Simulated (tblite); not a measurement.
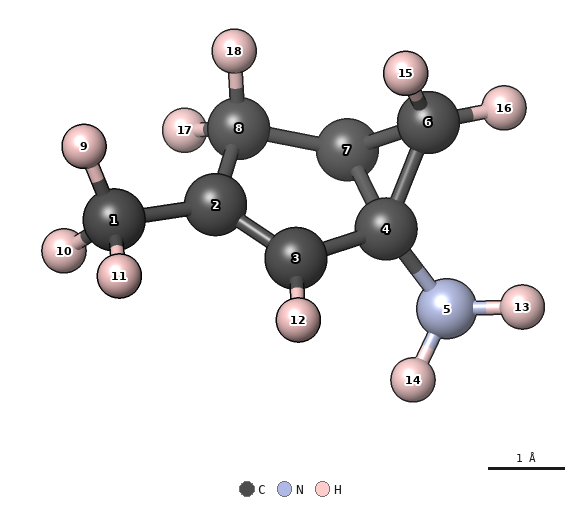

C7H10N (multiplicity 2), before the relaxation. Style: ball-and-stick. Shown at a tilt.

All numbers below come from GFN2-xTB geometry optimisation, gas phase in tblite.

```xyz
18

C     2.4767    0.5266    0.0620
C     1.0655    0.1165   -0.2589
C     0.0218    0.8396    0.0748
C    -1.2519    0.2214   -0.3532
N    -2.2263    1.0670   -0.9880
C    -1.6708   -1.1445    0.1367
C    -0.8384   -1.0118   -1.1305
C     0.6677   -1.1202   -0.9289
H     3.0104   -0.3081    0.5450
H     2.9490    0.7505   -0.9119
H     2.4981    1.4487    0.6942
H     0.0560    1.8089    0.5913
H    -3.1448    1.0866   -0.4861
H    -1.8477    2.0231   -1.1787
H    -1.1695   -1.5478    1.0391
H    -2.7081   -1.4755   -0.0322
H     1.2107   -1.2823   -1.8799
H     0.8929   -1.9924   -0.2711
```

What does the optimiser find from here?

Answer. The largest move after the best rigid fit is that of H13, 0.50 Å. Largest moves by element: H 0.50 Å, N 0.19 Å, C 0.11 Å. Near-neighbour distances that change, for instance: C6–C7 1.522 → 1.466 Å, C2–C8 1.462 → 1.514 Å, C4–C6 1.510 → 1.544 Å, N5–H13 1.047 → 1.015 Å. Bond angles that change, for instance: N5–C4–C7 115.9° → 125.4°, C4–C6–H16 118.9° → 112.1°, C3–C4–C6 121.5° → 116.3°. Groups turn about C4–N5 by about 30°. The energy falls by 11.0 kcal/mol in 125 geometry steps.

The structure at the end:

```xyz
18

C     2.4674    0.4750    0.1108
C     1.0528    0.1538   -0.2236
C    -0.0371    0.8742    0.0496
C    -1.2713    0.2296   -0.4654
N    -2.3885    0.9985   -0.9082
C    -1.6057   -1.1652    0.1064
C    -0.7838   -1.0351   -1.1002
C     0.7055   -1.1122   -0.9769
H     2.8973   -0.3044    0.7399
H     3.0657    0.5331   -0.7985
H     2.5339    1.4251    0.6357
H    -0.0516    1.8376    0.5336
H    -2.9251    1.3605   -0.1266
H    -2.0808    1.7779   -1.4798
H    -1.1667   -1.5038    1.0397
H    -2.6493   -1.4153   -0.0154
H     1.2006   -1.1128   -1.9532
H     1.0281   -2.0101   -0.4442
```

The end point in the same view:

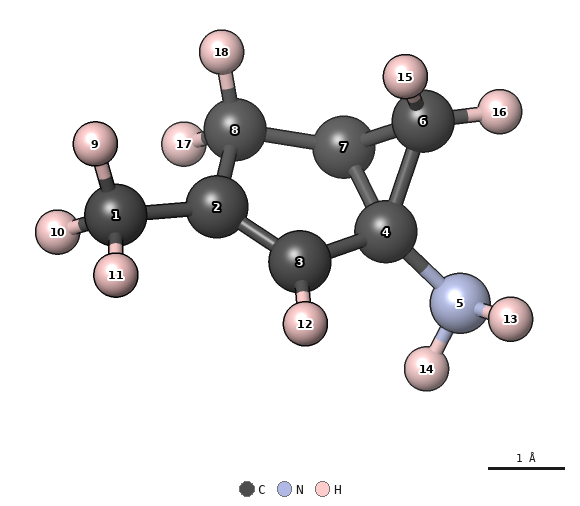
